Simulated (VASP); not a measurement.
```
CELL_PARAMETERS angstrom
      0.00000     2.77890     2.77890
      2.77890     0.00000     2.77890
      2.77890     2.77890     0.00000
ATOMIC_POSITIONS crystal
  Si 0.00000 0.00000 0.00000
  Mn 0.50000 0.50000 0.50000
  Mn 0.25000 0.25000 0.25000
  Mn 0.75000 0.75000 0.75000
```
Starting moments (μB, in the order of the record's atoms Si Mn Mn Mn): 0.0 2.2 -0.6 -0.6.

Computed with PBEsol GGA, VASP's PBE PAW potentials (set 64) (plane waves; VASP). Run with 400 eV cut-off, 11×11×11 Γ-centred mesh, tetrahedra with Blöchl corrections, potentials Si Mn_pv.

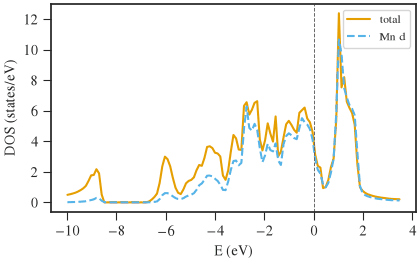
Fig. 1. Total and projected density of states, zero at the Fermi level

Within 2 eV below the Fermi level the largest weight inside VASP's projection spheres is Mn d.

It has no gap at this level: it comes out as a metal or semimetal.

The structure comes from a measured Mn3Si entry (Fm-3m) of the Crystallography Open Database, whose conditions weren't checked. It was relaxed first, which changed the volume by -8 %.
